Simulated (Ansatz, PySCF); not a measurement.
Dissociation curve of Na2, singlet.

Levels: UMP2/3-21G = unrestricted MP2 (frozen core)/3-21G in PySCF; RCCSD = CCSD on RHF/cc-pVQZ, frozen core (Ansatz, a first-principles code); FCI = full CI/cc-pVQZ, frozen core (Ansatz); RHF/cc-pVQZ (Ansatz).

Energies are in mEh, each relative to the lowest point of its own curve near equilibrium.

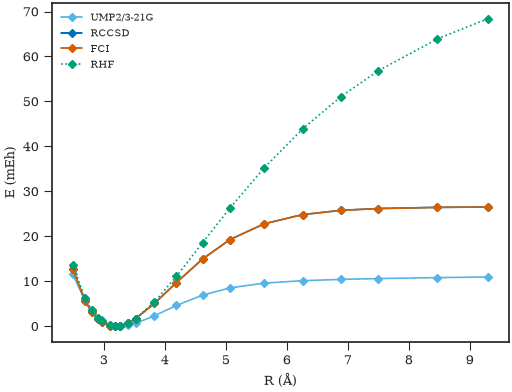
Figure. Energy against bond length for each method.

```
R / Å  UMP2/3-21G  RCCSD   FCI   RHF
-----  ----------  -----  ----  ----
2.49         11.6   12.8  12.8  13.7
2.69          5.8    5.7   5.7   6.3
2.80          3.5    3.2   3.2   3.6
2.91          1.9    1.5   1.5   1.8
2.97          1.3    0.9   0.9   1.1
3.10          0.4    0.1   0.1   0.2
3.19          0.1    0.0   0.0   0.0
3.26          0.0    0.1   0.1   0.1
3.40          0.2    0.8   0.8   0.7
3.52          0.6    1.7   1.7   1.7
3.83          2.3    5.1   5.1   5.4
4.19          4.6    9.7   9.7  11.1
4.62          6.9   15.0  15.0  18.6
5.07          8.5   19.3  19.3  26.3
5.63          9.6   22.8  22.8  35.2
6.26         10.1   24.8  24.8  43.9
6.89         10.4   25.8  25.8  51.1
7.50         10.6   26.2  26.2  56.8
8.47         10.8   26.4  26.4  63.9
9.30         11.0   26.5  26.5  68.4
```

The unrestricted determinant behind UMP2/3-21G is spin-contaminated at 2.49 to 9.30 Å (<S²> up to 1.0, against 0.00 for a pure singlet). With two correlated electrons CCSD is exact in the basis where it finds the lowest root (RCCSD). The restricted form behind RHF keeps the bonding electrons paired and can't separate into open-shell fragments.
